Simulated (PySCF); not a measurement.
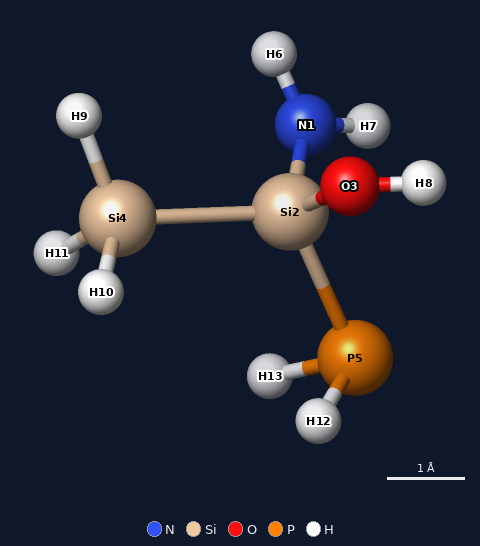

**Figure 1.** The input geometry of run A (ball-and-stick view, seen at a tilt; atoms are numbered from 1 in the order of the input).

## Si2PNH8O: one change and its effect

System: Si2PNH8O.
Method of run A: GIAO HF/pcSseg-1 NMR shielding, non-relativistic, gas phase (PySCF 2.14.0).

The geometry comes from this level: PBE0-D3(BJ)/def2-SVP. Text and figures count atoms from 1; the logs count them from 0 in places.

The input, run A:
```
{"job": {"kind": "nmr", "xc": "HF", "basis": "pcSseg-1", "pop": false}, "charge": 0, "multiplicity": 1}
N      0.108014     1.330270    -1.334326
Si     0.272547     0.408080     0.112790
O      0.433411     1.271575     1.541084
Si    -1.659733    -0.863351     0.423444
P      2.171532    -0.779720    -0.231724
H     -0.730414     1.866221    -1.528226
H      0.913889     1.707877    -1.820610
H      1.207874     1.839802     1.610540
H     -2.878554     0.004962     0.493445
H     -1.568091    -1.663999     1.682968
H     -1.825139    -1.807037    -0.726358
H      1.987817    -1.622327     0.906066
H      1.561640    -1.690522    -1.146943
```

The first line tells a small driver script what to run in PySCF; the rest is the geometry in Å.

Hardware: 1 CPU thread, shared host.

Output (run A):
```
final grid: 100960 points
cycle   1  E = -1052.4761328437  dE =  9.177e-02  |g| = 5.833e-01  |ddm| = 3.104e+00
cycle   2  E = -1052.5510211340  dE = -7.489e-02  |g| = 3.274e-01  |ddm| = 6.827e-01
cycle   3  E = -1052.5710146812  dE = -1.999e-02  |g| = 6.607e-02  |ddm| = 2.618e-01
cycle   4  E = -1052.5727564042  dE = -1.742e-03  |g| = 1.397e-02  |ddm| = 1.053e-01
cycle   5  E = -1052.5728586021  dE = -1.022e-04  |g| = 4.685e-03  |ddm| = 3.141e-02
cycle   6  E = -1052.5728679322  dE = -9.330e-06  |g| = 1.407e-03  |ddm| = 9.356e-03
cycle   7  E = -1052.5728691982  dE = -1.266e-06  |g| = 3.450e-04  |ddm| = 4.421e-03
cycle   8  E = -1052.5728692868  dE = -8.865e-08  |g| = 1.013e-04  |ddm| = 1.209e-03
cycle   9  E = -1052.5728692939  dE = -7.103e-09  |g| = 2.433e-05  |ddm| = 3.392e-04
cycle  10  E = -1052.5728692944  dE = -4.725e-10  |g| = 7.219e-06  |ddm| = 7.643e-05
converged SCF energy = -1052.5728692944

GIAO shielding tensors (ppm)
atom      isotropic    diamagn.    paramagn.     s11        s22        s33       span
  0 N      232.734     322.284     -89.550    213.696    222.495    262.011     48.316
  1 Si     395.542     876.086    -480.544    375.101    385.935    425.591     50.491
  2 O      272.392     392.029    -119.637    241.243    282.069    293.864     52.621
  3 Si     484.814     877.293    -392.479    475.407    484.264    494.773     19.366
  4 P      599.684     967.027    -367.343    536.400    599.775    662.876    126.476
  5 H       30.501      31.634      -1.132     23.073     26.174     42.256     19.184
  6 H       30.454      31.357      -0.903     23.091     27.092     41.181     18.090
  7 H       30.081      30.962      -0.881     22.292     24.906     43.047     20.755
  8 H       28.299      29.439      -1.140     24.976     26.095     33.828      8.852
  9 H       28.329      29.506      -1.177     25.032     26.371     33.583      8.551
 10 H       28.525      29.792      -1.268     25.296     26.814     33.464      8.167
 11 H       30.093      31.174      -1.081     25.414     27.185     37.680     12.266
 12 H       30.118      31.418      -1.300     25.385     27.432     37.536     12.151
```

Run B used a changed input.

The two runs side by side:

| quantity | run A | run B |
| --- | --- | --- |
| outcome | converged | converged |
| total energy (hartree) | −1052.572869 | −1055.056743 |
| HOMO (eV) | −9.59 | −6.00 |
| LUMO (eV) | 3.15 | −0.64 |
| dipole moment (D) | 1.97 | 1.92 |
| shielding of N1 (ppm) | 232.7 | 212.3 |
| shielding of Si2 (ppm) | 395.5 | 348.6 |
| shielding of O3 (ppm) | 272.4 | 236.9 |
| shielding of Si4 (ppm) | 484.8 | 450.2 |
| shielding of P5 (ppm) | 599.7 | 549.2 |
| shielding of H9 (ppm) | 28.3 | 27.9 |
| shielding of H13 (ppm) | 30.1 | 29.6 |
| SCF iterations | 10 | 15 |
| basis functions | 146 | 146 |
| wall time (shared host) | 6 s | 19 s |

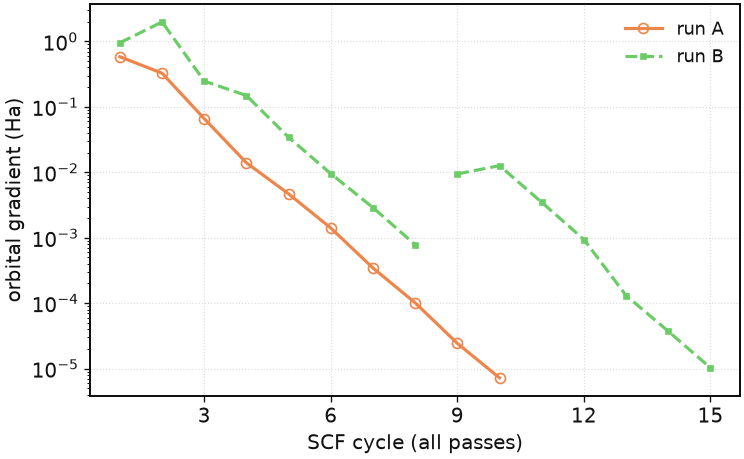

**Figure 2.** Convergence of the two runs: orbital gradient against the SCF cycle. A break in a curve parts two SCF passes (coarse and final grid). Run A takes 10 cycles in all, and run B takes 15.

Which change of the input explains these differences?

The change (lines with − go, lines with + come):
```diff
-"xc": "HF"
+"xc": "B97-D"
```

The total energies belong to different methods, so their difference says nothing on which is more stable or more accurate. The HOMO goes from −9.59 to −6.00 eV. The LUMO goes from 3.15 to −0.64 eV. The dipole moment goes from 1.97 to 1.92 D. Of all shieldings, the largest change is that of P5, by −50.5 ppm. The method changes from HF to B97-D. Exact exchange removes part of the self-interaction error of semilocal functionals, which pushes filled and empty levels apart. The SCF takes 15 iterations against 10.

Output (run B):
```
coarse grid: 11984 points
cycle   1  E = -1054.8543334842  dE =  2.472e-01  |g| = 9.523e-01  |ddm| = 3.239e+00
cycle   2  E = -1054.1985240547  dE =  6.558e-01  |g| = 1.985e+00  |ddm| = 3.345e+00
cycle   3  E = -1055.0118120259  dE = -8.133e-01  |g| = 2.478e-01  |ddm| = 2.914e+00
cycle   4  E = -1055.0231499116  dE = -1.134e-02  |g| = 1.489e-01  |ddm| = 4.167e-01
cycle   5  E = -1055.0274840750  dE = -4.334e-03  |g| = 3.427e-02  |ddm| = 1.415e-01
cycle   6  E = -1055.0278109251  dE = -3.269e-04  |g| = 9.530e-03  |ddm| = 6.302e-02
cycle   7  E = -1055.0278310142  dE = -2.009e-05  |g| = 2.885e-03  |ddm| = 1.679e-02
cycle   8  E = -1055.0278335488  dE = -2.535e-06  |g| = 7.827e-04  |ddm| = 5.872e-03
final grid: 100960 points
cycle   9  E = -1055.0567317510  dE = -6.015e-05  |g| = 9.437e-03  |ddm| = 2.533e-02
cycle  10  E = -1055.0567092936  dE =  2.246e-05  |g| = 1.264e-02  |ddm| = 1.623e-02
cycle  11  E = -1055.0567406102  dE = -3.132e-05  |g| = 3.478e-03  |ddm| = 1.290e-02
cycle  12  E = -1055.0567429801  dE = -2.370e-06  |g| = 9.396e-04  |ddm| = 3.364e-03
cycle  13  E = -1055.0567431492  dE = -1.691e-07  |g| = 1.310e-04  |ddm| = 9.472e-04
cycle  14  E = -1055.0567431528  dE = -3.598e-09  |g| = 3.718e-05  |ddm| = 1.993e-04
cycle  15  E = -1055.0567431531  dE = -3.170e-10  |g| = 1.028e-05  |ddm| = 6.742e-05
converged SCF energy = -1055.0567431531

GIAO shielding tensors (ppm)
atom      isotropic    diamagn.    paramagn.     s11        s22        s33       span
  0 N      212.338     319.372    -107.034    189.027    200.985    247.002     57.974
  1 Si     348.582     880.624    -532.042    329.023    331.927    384.796     55.774
  2 O      236.864     389.296    -152.432    203.995    241.869    264.727     60.731
  3 Si     450.188     881.636    -431.448    436.510    450.931    463.123     26.613
  4 P      549.222     969.170    -419.948    484.199    567.943    595.525    111.326
  5 H       30.193      31.554      -1.360     23.705     26.345     40.530     16.825
  6 H       30.148      31.190      -1.042     23.808     27.164     39.472     15.665
  7 H       30.013      31.120      -1.108     23.561     25.597     40.881     17.320
  8 H       27.883      29.649      -1.767     24.728     25.797     33.124      8.396
  9 H       27.983      29.787      -1.805     24.956     26.200     32.792      7.836
 10 H       28.188      30.135      -1.948     25.251     26.632     32.680      7.429
 11 H       29.733      30.803      -1.070     25.508     27.237     36.453     10.945
 12 H       29.648      31.119      -1.471     25.240     27.366     36.337     11.097
```
